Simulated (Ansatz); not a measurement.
**C6H16O4Ti (SMILES CC(C)[O][Ti]([OH])([OH])[O]C(C)C): density, localisation and related maps**

Input

```
crystal:
  periodic: [false, false, false]
  atoms:
    - {symbol: C, position_ang: [-0.125183, 1.044591, -2.426747]}
    - {symbol: C, position_ang: [-0.024942, 2.207561, -1.458811]}
    - {symbol: C, position_ang: [1.356211, 2.833413, -1.447012]}
    - {symbol: O, position_ang: [-0.368627, 1.786816, -0.164847]}
    - {symbol: Ti, position_ang: [-0.062371, 0.769703, 1.262076]}
    - {symbol: O, position_ang: [1.254264, 1.506996, 2.272917]}
    - {symbol: O, position_ang: [-1.594585, 0.620486, 2.222276]}
    - {symbol: O, position_ang: [0.464206, -0.850145, 0.747825]}
    - {symbol: C, position_ang: [0.140114, -2.216797, 0.662317]}
    - {symbol: C, position_ang: [-1.070251, -2.403359, -0.232038]}
    - {symbol: C, position_ang: [-0.078579, -2.782339, 2.052032]}
    - {symbol: H, position_ang: [0.094605, 1.371096, -3.445987]}
    - {symbol: H, position_ang: [0.587974, 0.263208, -2.150928]}
    - {symbol: H, position_ang: [-1.129591, 0.616982, -2.409719]}
    - {symbol: H, position_ang: [-0.757952, 2.973800, -1.746480]}
    - {symbol: H, position_ang: [2.108539, 2.084477, -1.184222]}
    - {symbol: H, position_ang: [1.603598, 3.240195, -2.430477]}
    - {symbol: H, position_ang: [1.404560, 3.639308, -0.713071]}
    - {symbol: H, position_ang: [2.081503, 1.107145, 2.541504]}
    - {symbol: H, position_ang: [-2.454229, 0.989634, 2.017854]}
    - {symbol: H, position_ang: [1.003030, -2.717058, 0.202153]}
    - {symbol: H, position_ang: [-0.891215, -1.969052, -1.217197]}
    - {symbol: H, position_ang: [-1.941774, -1.914201, 0.211709]}
    - {symbol: H, position_ang: [-1.297124, -3.464703, -0.357451]}
    - {symbol: H, position_ang: [-0.923143, -2.280934, 2.531898]}
    - {symbol: H, position_ang: [-0.289598, -3.853307, 2.003885]}
    - {symbol: H, position_ang: [0.808863, -2.633912, 2.670342]}
basis:
  gaussian: {orbitals: def2-TZVPP}
hamiltonian: {xc: pbe0, dispersion: d4}
output: {orbitals: {seedname: orbitals}}
```

Run with:

```sh
ansatz run in.yaml --threads 10 --pin off --events-out ev --progress --plain --max-ram 110592MiB --backend cuda --devices 0, --max-vram 75GiB
```

Geometry: PBE0-D4/def2-TZVP.

Theory: Ansatz, RKS PBE0-D4/def2-TZVPP.

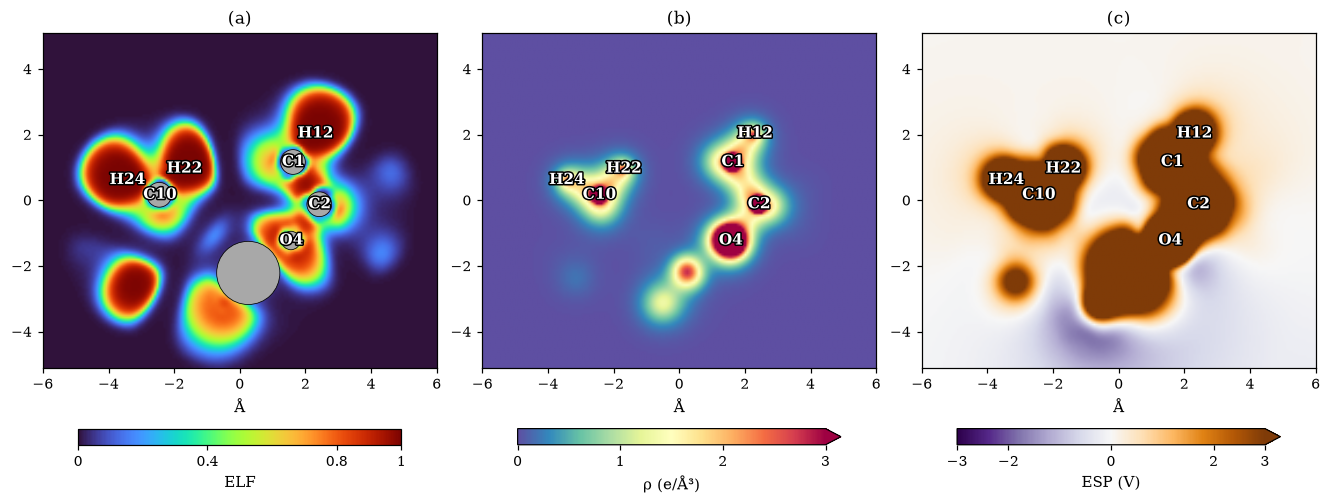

Figure 1. (a) ELF; (b) total electron density; (c) molecular electrostatic potential on the plane of atoms C2, C1 and H12. Grey discs cover the atomic cores in the ELF map.

### What does the map show?

- Atoms in the plane: C, O and H.
- C–O (1.40 Å): ρ at the midpoint is about 2.1 e/Å³, with its minimum of 1.7 e/Å³ about 0.5 Å from C; the ELF peaks at about 0.90 between the atoms (a shared but strongly polarised pair).
- C–C (1.52 Å): ρ is about 1.7 e/Å³ halfway; the ELF peaks at about 0.95 between the atoms (a covalent bond).
- C–H (1.09 Å): ρ is about 2 e/Å³ halfway; the ELF climbs to about 1 towards the hydrogen, as it does in any bond to H: a covalent bond by its length.
- Outside the dense part of the molecule the potential is most negative (−1.8 V) near O7, which lies off the plane.

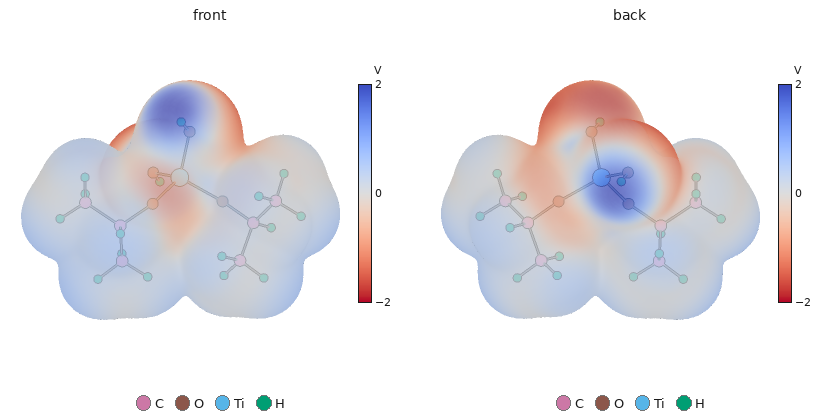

Figure 2. The molecular electrostatic potential painted on the density surface at 0.001 e/bohr³, seen from the front and from behind; red is negative and blue positive.

### Where is the surface potential most negative and most positive?

The most negative region (about −1.5 V, or −35 kcal/mol for a unit charge) lies over O6, the most positive (about +1.7 V, or +39 kcal/mol for a unit charge) over H19 and H20. O6 is the likeliest acceptor of a hydrogen bond.

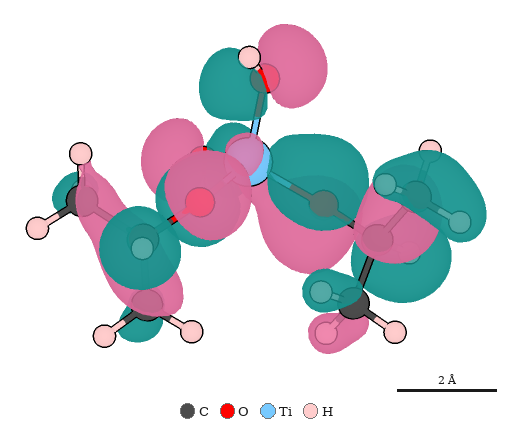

Figure 3. The HOMO−1 at ±0.06 Å⁻³ᐟ² (teal and pink are the two phases), seen at a tilt.

### What is the character of this orbital?

It lies mainly on O4 (about 30 %), O8 (about 10 %), O6 (about 10 %), O7 (about 10 %), C2 (about 10 %) and C3 (about 5 %). Its energy is −8.03 eV.

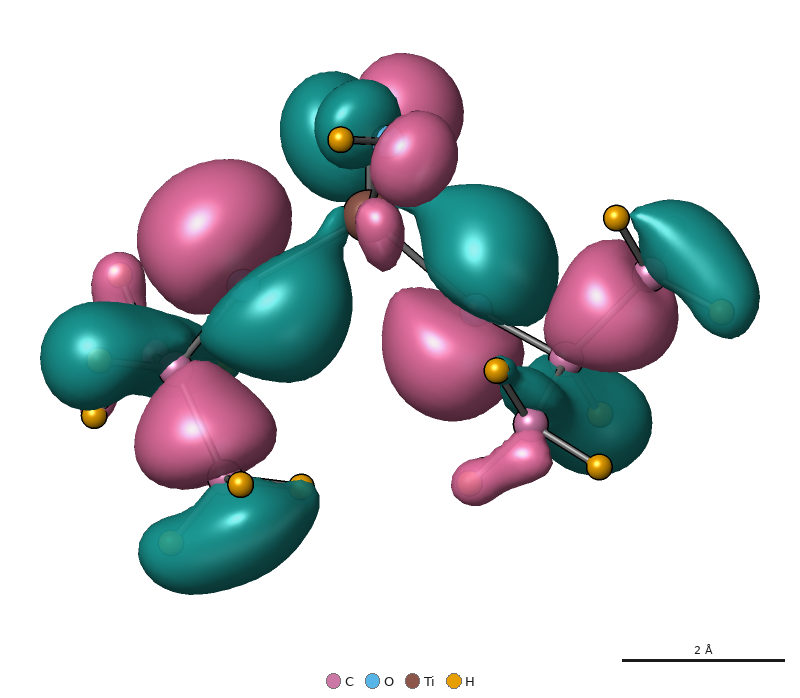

Figure 4. One frontier orbital at ±0.06 Å⁻³ᐟ² (teal and pink are the two phases), seen at an oblique angle.

### Which orbital is it: HOMO or LUMO?

The HOMO, at −7.79 eV. Its weight (Hirshfeld) is mainly on O4 (about 30 %), O8 (about 20 %), O6 (about 5 %), C1 (about 5 %) and C2 (about 5 %).
